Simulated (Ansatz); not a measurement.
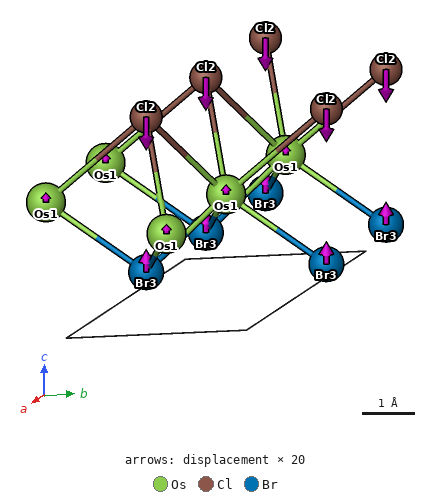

This is a relaxation of a slab of composition OsBrCl. The starting structure is drawn; purple arrows show the displacements (the part carried along by the change of the cell is left out), 20 times their true length.

The picture is a ball-and-stick view of the 2 × 1 repeat of the cell, outlined in the plane, without the vacuum, seen slightly off an axis.

Computed with DFT, LDA, plane waves, PAW (Ansatz).

The input:
```yaml
crystal:
  lattice:
    - [3.5611439399, 0.0, 0.0]
    - [-1.78057197, 3.0840411185, 0.0]
    - [0.0, 0.0, 30.3612913624]
  atoms:
    - { symbol: Os, position: [0.3333333333, 0.6666666667, 0.2895944245] }
    - { symbol: Cl, position: [0.6666666667, 0.3333333333, 0.3507390944] }
    - { symbol: Br, position: [0.6666666667, 0.3333333333, 0.2489567184] }
  periodic: [true, true, false]
kpoints:
  mp_grid: { grid: [12, 12, 1] }
hamiltonian:
  xc: lda
scf:
  occupations: { method: fermi_dirac, width: 0.02 }
relax:
  f_tol: 0.005
  cell: {}
```

Launched with:
```bash
ansatz run input.yaml --threads 4 --pin off --max-ram 5529MiB --backend cpu --events-out ev --progress --plain --runs-dir out
```

### Atoms of which element are displaced furthest, and by how much?

Chlorine: up to 0.034 Å, against 0.024 Å for bromine.

### What did the optimiser do to the structure, and how much energy did it gain?

After 4 accepted moves (5 points after the start) the energy has fallen by 84.2 meV per cell of the calculation. Largest force component: 0.82 eV/Å at the start, 0.0004 eV/Å at the end. The SCF was repeated once at an unchanged geometry on a basis and grid sized afresh for the cell, which shifted the energy by 0.5 meV per cell of the calculation at most. The largest move relative to the cell and the layer's centre is that of Cl2, 0.034 Å along the normal (−c). Largest moves by element: Cl 0.034 Å, Br 0.024 Å, Os 0.010 Å. In the plane the drawn cell goes a 7.122 → 6.957 Å (−2.3 %), b 3.561 → 3.478 Å (−2.3 %). Among the contacts that change: Os1–Cl2 2.770 → 2.705 Å, Os1–Br3 2.398 → 2.350 Å. The run took 17 s on 4 threads of Arm Neoverse V1, with other jobs on the host, peak memory 0.55 GiB.
